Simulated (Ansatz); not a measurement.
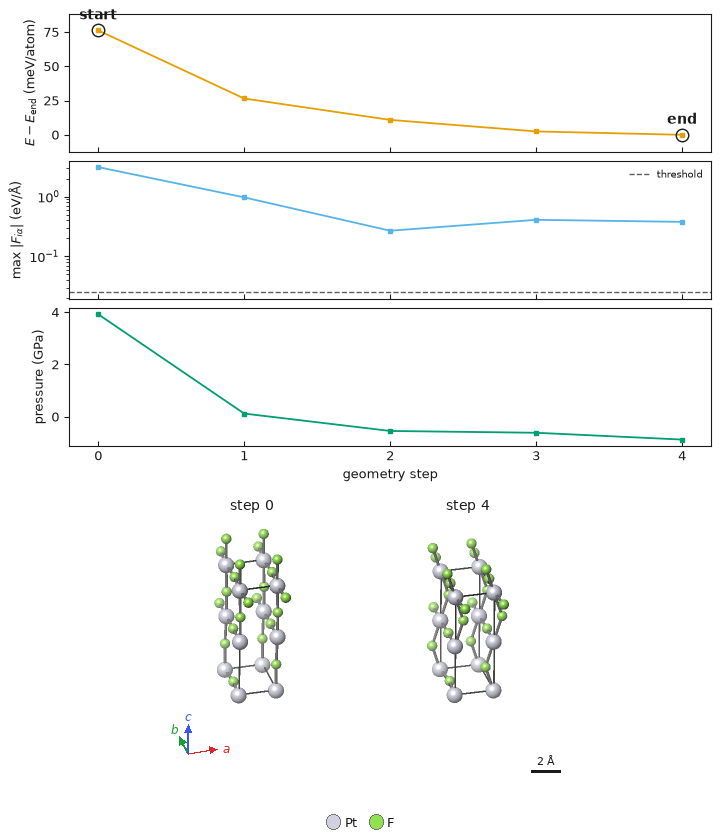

First and last geometry of a relaxation of crystalline PtF$_{2}$ (a generated structure, set up in P1) (coarse preliminary run), with the history of the run. A ball-and-stick model of the cell of the calculation, seen from a free direction.

Computed with DFT PBE, scalar-relativistic, plane waves, PAW in Ansatz 0.2.0.

The input:
```yaml
crystal:
  lattice:
    - [0.0430039188, 0.0160323874, 2.7683811712]
    - [3.9777904334, 0.0373576386, 0.0628831658]
    - [0.0747152773, 8.3536817241, 0.0468872282]
  atoms:
    - { symbol: Pt, position: [-0.01342301, 1.0097640884, -0.0071312855] }
    - { symbol: Pt, position: [-0.0025222176, -0.0184313993, 0.5100740244] }
    - { symbol: F, position: [-0.0001506446, 0.4936511651, 0.5115173032] }
    - { symbol: F, position: [1.0298765119, 0.5061918299, 1.0004181835] }
    - { symbol: F, position: [-0.0219663728, 0.0015082086, 0.2461214313] }
    - { symbol: F, position: [0.0081857331, 0.0073161072, 0.739000343] }
basis:
  ecutwfc: 420
kpoints:
  mp_grid: { grid: [8, 6, 4] }
hamiltonian:
  xc: pbe
scf:
  occupations: { method: gaussian, width: 0.2 }
  lower_state_search: "off"
output:
  forces: true
  stress: true
  eigenvalues: true
relax:
  adjacent_minimum: "off"
  f_tol: 0.025
  max_steps: 60
  cell: { stress_tol: 0.25 }
```

Launched with:
```bash
ansatz run input.yaml --threads 1 --pin off --max-ram 2048MiB --backend cpu --events-out ev --progress --plain --runs-dir out
```

Read the history and describe the run.

The run was cut off at its time limit before the relaxation converged, so the last structure is only a point on the way. After 4 geometry steps the energy has fallen by 76.2 meV per atom. The largest force component goes from 3.1 to 0.38 eV/Å. The pressure goes from 3.92 to −0.87 GPa. F5 moves most relative to the cell: 0.57 Å along −a. Largest moves by element: F 0.57 Å, Pt 0.14 Å. Cell: a 2.769 → 2.857 Å (+3.2 %), b 3.978 → 4.097 Å (+3.0 %), c 8.354 → 7.845 Å (−6.1 %), α 88.9° → 90.0°, β 89.3° → 90.3°, γ 88.2° → 89.4°. Volume −0.2 %. Some distances before and after: Pt2–F5 2.206 → 2.034 Å, Pt2–F6 1.918 → 2.076 Å, Pt2–F3 1.941 → 2.055 Å, Pt1–F4 1.985 → 2.060 Å. Among the angles between lasting bonds that change: Pt1–F5–Pt2 177.7° → 146.3°, Pt1–F6–Pt2 176.2° → 145.1°, F5–Pt2–F6 174.9° → 179.5°. The space group stays P1 (No. 1). Cost: 6.1 min on 1 thread of Arm Neoverse N1 (shared host), peak memory 0.51 GiB.

```
step  E − E(0), meV/atom  largest force component, eV/Å  pressure, GPa  volume, Å³/atom
   0                0.00                         3.1220           3.92           15.326
   1              -49.71                         0.9732           0.12           15.750
   2              -65.33                         0.2692          -0.54           15.572
   3              -73.75                         0.4098          -0.61           15.422
   4              -76.24                         0.3787          -0.87           15.301
```
